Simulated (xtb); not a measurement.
# Run report: CH$_{4}$AlCl, energy and gradient calculation

- system: CH$_{4}$AlCl, multiplicity 3
- method: GFN1-xTB (xtb 6.7.1)

The geometry is that of the parent species in another charge or spin state. The geometry comes from this level: PBE0-D4/def2-TZVP.

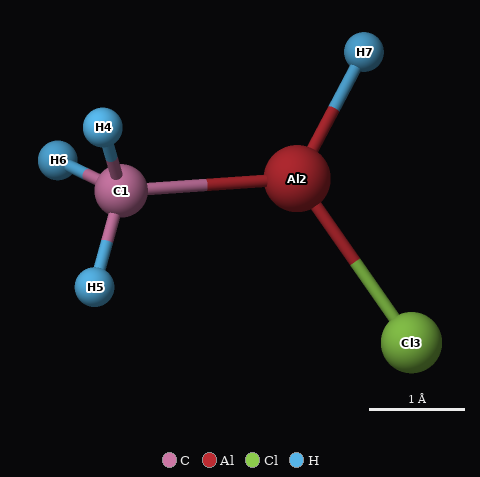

Figure 1. The structure as given in the input (ball-and-stick view, seen at a tilt; atoms are numbered from 1 in the order of the input). Sticks mark near contacts.

The input (in.coord)
```
$coord angs
    -0.7122000     0.5230000    -0.2855000  C
     0.8571000    -0.5067000     0.1976000  Al
     0.6957000    -2.0081000     1.6639000  Cl
    -0.5388000     1.5903000    -0.1124000  H
    -1.5984000     0.2257000     0.2777000  H
    -0.9321000     0.4138000    -1.3525000  H
     2.2899000    -0.3060000    -0.4346000  H
$end
```

Machine: 1 thread of Intel Xeon (Sapphire Rapids), 16 GiB of memory available, shared host.

Launch command:
```bash
xtb --json --gfn 1 -u 2 --grad -- in.coord | tee run.log
```

The program's output
```
* xtb version 6.7.1
   ID    Z sym.   atoms
    1    6 C      1
    2   13 Al     2
    3   17 Cl     3
    4    1 H      4-7

           -------------------------------------------------
          |                Calculation Setup                |
           -------------------------------------------------

          program call               : xtb --json --gfn 1 -u 2 --grad -- in.coord
          coordinate file            : in.coord
          omp threads                :                     1

           -------------------------------------------------
          |                 G F N 1 - x T B                 |
           -------------------------------------------------

      * Hamiltonian:
        H0-scaling (s, p, d)           1.850000    2.250000    2.000000
        zeta-weighting                 0.000000
      * Dispersion:
        s8                             2.400000
        a1                             0.630000
        a2                             5.000000
        s9                             0.000000
      * Repulsion:
        kExp                           1.500000
        rExp                           1.000000
      * Coulomb:
        alpha                          2.000000
        third order                    atomic
        anisotropic                    false
      * Halogen bond correction:
        rad-scale                      1.300000
        damping                        0.440000

          ...................................................
          :                      SETUP                      :
          :.................................................:
          :  # basis functions                  32          :
          :  # atomic orbitals                  30          :
          :  # shells                           16          :
          :  # electrons                        18          :
          :  # halogen bonds                     0          :
          :  max. iterations                   250          :
          :  Hamiltonian                  GFN1-xTB          :
          :  restarted?                      false          :
          :  GBSA solvation                  false          :
          :  PC potential                    false          :
          :  electronic temp.          300.0000000     K    :
          :  accuracy                    1.0000000          :
          :  -> integral cutoff          0.2500000E+02      :
          :  -> integral neglect         0.1000000E-07      :
          :  -> SCF convergence          0.1000000E-05 Eh   :
          :  -> wf. convergence          0.2000000E-04 e    :
          :  Broyden damping             0.4000000          :
          :  net charge                          0          :
          :  unpaired electrons                  2          :
          ...................................................

 iter      E             dE          RMSdq      gap      omega  full diag
   1     -9.7061072 -0.970611E+01  0.583E+00    2.65       0.0  T
   2     -9.7306984 -0.245912E-01  0.371E+00    2.16       1.0  T
   3     -9.7290215  0.167694E-02  0.108E+00    2.57       1.0  T
   4     -9.7319686 -0.294717E-02  0.306E-01    2.35       1.0  T
   5     -9.7324075 -0.438857E-03  0.551E-02    2.39       1.0  T
   6     -9.7324120 -0.451138E-05  0.118E-02    2.38       3.2  T
   7     -9.7324128 -0.789376E-06  0.777E-03    2.38       4.9  T
   8     -9.7324131 -0.259646E-06  0.349E-03    2.38      10.8  T
   9     -9.7324132 -0.918528E-07  0.112E-04    2.38     337.1  T
  10     -9.7324132 -0.980087E-10  0.216E-05    2.38    1746.4  T

   *** convergence criteria satisfied after 10 iterations ***

         #    Occupation            Energy/Eh            Energy/eV
      -------------------------------------------------------------
         1        2.0000           -0.9061285             -24.6570
       ...           ...                  ...                  ...
         4        2.0000           -0.5347117             -14.5502
         5        2.0000           -0.5335545             -14.5188
         6        2.0000           -0.4796850             -13.0529
         7        2.0000           -0.4760039             -12.9527
         8        2.0000           -0.4679638             -12.7339
         9        1.0000           -0.4401219             -11.9763
        10        1.0000           -0.2302472              -6.2653 (HOMO)
        11                         -0.1429063              -3.8887 (LUMO)
        12                         -0.1331081              -3.6221
        13                         -0.1091075              -2.9690
        14                         -0.0960283              -2.6131
        15                         -0.0622398              -1.6936
       ...                                ...                  ...
        30                          1.0540346              28.6817
      -------------------------------------------------------------
                  HL-Gap            0.0873408 Eh            2.3767 eV
             Fermi-level           -0.3203097 Eh           -8.7161 eV

 transition dipole moment (au) for excitation:           9          10
     X       Y       Z
  -1.2171   0.4737  -0.0692  total (au/Debye):    1.308   3.324
 dE (eV)             :    5.711
 oscillator strength :  0.33845E+00

 SCC (total)                   0 d,  0 h,  0 min,  0.007 sec
 SCC setup                      ...        0 min,  0.000 sec (  0.984%)
 Dispersion                     ...        0 min,  0.000 sec (  0.372%)
 classical contributions        ...        0 min,  0.000 sec (  0.212%)
 integral evaluation            ...        0 min,  0.001 sec ( 20.223%)
 iterations                     ...        0 min,  0.001 sec ( 21.439%)
 molecular gradient             ...        0 min,  0.002 sec ( 30.728%)
 printout                       ...        0 min,  0.002 sec ( 25.922%)

         :::::::::::::::::::::::::::::::::::::::::::::::::::::
         ::                     SUMMARY                     ::
         :::::::::::::::::::::::::::::::::::::::::::::::::::::
         :: total energy              -9.664632493184 Eh    ::
         :: gradient norm              0.128111090052 Eh/a0 ::
         :: HOMO-LUMO gap              2.376665349946 eV    ::
         ::.................................................::
         :: SCC energy                -9.732413158680 Eh    ::
         :: -> electrostatic           0.002382518427 Eh    ::
         :: repulsion energy           0.069527451975 Eh    ::
         :: dispersion energy         -0.001746786479 Eh    ::
         :: halogen bond corr.         0.000000000000 Eh    ::
         :: add. restraining           0.000000000000 Eh    ::
         :: total charge               0.000000000093 e     ::
         :::::::::::::::::::::::::::::::::::::::::::::::::::::

           -------------------------------------------------
          |                Property Printout                |
           -------------------------------------------------

    * Orbital Energies and Occupations

         #    Occupation            Energy/Eh            Energy/eV
      -------------------------------------------------------------
         1        2.0000           -0.9061285             -24.6570
         2        2.0000           -0.6413903             -17.4531
         3        2.0000           -0.5376683             -14.6307
         4        2.0000           -0.5347117             -14.5502
         5        2.0000           -0.5335545             -14.5188
         6        2.0000           -0.4796850             -13.0529
         7        2.0000           -0.4760039             -12.9527
         8        2.0000           -0.4679638             -12.7339
         9        1.0000           -0.4401219             -11.9763
        10        1.0000           -0.2302472              -6.2653 (HOMO)
        11                         -0.1429063              -3.8887 (LUMO)
        12                         -0.1331081              -3.6221
        13                         -0.1091075              -2.9690
        14                         -0.0960283              -2.6131
        15                         -0.0622398              -1.6936
        16                         -0.0437372              -1.1901
        17                         -0.0372907              -1.0147
        18                         -0.0324316              -0.8825
        19                         -0.0277446              -0.7550
        20                         -0.0192475              -0.5237
        21                          0.0218688               0.5951
       ...                                ...                  ...
        30                          1.0540346              28.6817
      -------------------------------------------------------------
                  HL-Gap            0.0873408 Eh            2.3767 eV
             Fermi-level           -0.3203097 Eh           -8.7161 eV

  Mulliken/CM5 charges         n(s)   n(p)   n(d)
     1C    -0.11090 -0.22140   1.077  3.034  0.000
     2Al    0.18872  0.02245   1.456  0.844  0.511
     3Cl   -0.17408 -0.13555   1.870  5.284  0.020
     4H     0.04876  0.10293   0.951  0.000  0.000
     5H     0.06192  0.11631   0.938  0.000  0.000
     6H     0.04880  0.10297   0.951  0.000  0.000
     7H    -0.06322  0.01228   1.063  0.000  0.000

Wiberg/Mayer (AO) data.
largest (>0.10) Wiberg bond orders for each atom

 ---------------------------------------------------------------------------
     #   Z sym  total        # sym  WBO       # sym  WBO       # sym  WBO
 ---------------------------------------------------------------------------
     1   6 C    3.592 --     5 H    0.943     6 H    0.936     4 H    0.936
                             2 Al   0.597     3 Cl   0.119
     2  13 Al   2.710 --     3 Cl   1.215     7 H    0.702     1 C    0.597
     3  17 Cl   1.464 --     2 Al   1.215     1 C    0.119     7 H    0.109
     4   1 H    1.028 --     1 C    0.936
     5   1 H    1.005 --     1 C    0.943
     6   1 H    1.028 --     1 C    0.936
     7   1 H    0.884 --     2 Al   0.702     3 Cl   0.109
 ---------------------------------------------------------------------------

Topologies differ in total number of bonds
Writing topology from bond orders to xtbtopo.mol

 dipole moment from electron density (au)
     X       Y       Z
  -0.6498   1.2705  -0.9934  total (Debye):    4.419

           -------------------------------------------------
          | TOTAL ENERGY               -9.664632493184 Eh   |
          | GRADIENT NORM               0.128111090052 Eh/α |
          | HOMO-LUMO GAP               2.376665349946 eV   |
           -------------------------------------------------

------------------------------------------------------------------------
------------------------------------------------------------------------
 total:
 *  cpu-time:     0 d,  0 h,  0 min,  0.012 sec
 * ratio c/w:     1.000 speedup
 SCF:
 *  cpu-time:     0 d,  0 h,  0 min,  0.007 sec
 * ratio c/w:     1.000 speedup
```

Standard error
```
normal termination of xtb
```

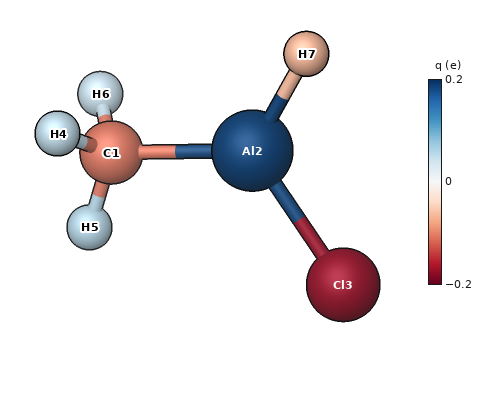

Figure 2. Mulliken charges, as the colour of each atom (ball-and-stick view, seen at a tilt; atoms are numbered from 1 in the order of the input). By element: C −0.11, Al +0.19, Cl −0.17 and H −0.06 to +0.06 e.

Key numbers

| quantity | value |
| --- | --- |
| outcome | converged |
| electrons treated | 18 |
| total energy | −9.664632 hartree |
| dispersion energy | −0.001747 hartree |
| basis functions | 32 |
| largest force | 5.199 eV/Å |
| dipole moment | 4.42 D |
| peak memory | 0.068 GiB |
